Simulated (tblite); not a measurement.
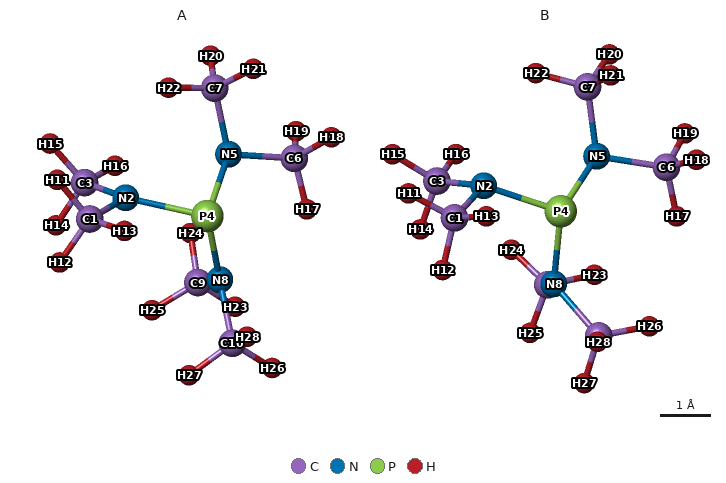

Two geometries of C$_{6}$H$_{18}$N$_{3}$P, drawn at one scale. One is the start of a relaxation, the other its converged end. A ball-and-stick model, seen at a tilt.

Theory: GFN2-xTB geometry optimisation, gas phase (tblite 0.8.0). 

### Which of the two is the end point?

Structure A is the relaxed one. The atom that moves furthest after the best rigid fit is H24 (0.92 Å). By element the largest moves are H 0.92 Å, N 0.60 Å, C 0.31 Å, P 0.31 Å. Some distances before and after: P4–N5 1.696 → 1.734 Å, N8–C10 1.468 → 1.443 Å, N5–C7 1.475 → 1.451 Å, N2–P4 1.693 → 1.708 Å. Bond angles that change, for instance: N2–P4–N5 109.2° → 96.1°, C3–N2–P4 118.2° → 125.9°, P4–N8–C9 119.2° → 125.9°. Groups turn about C1–N2 by about 20°. Over 132 geometry steps the energy falls by 18.6 kcal/mol.
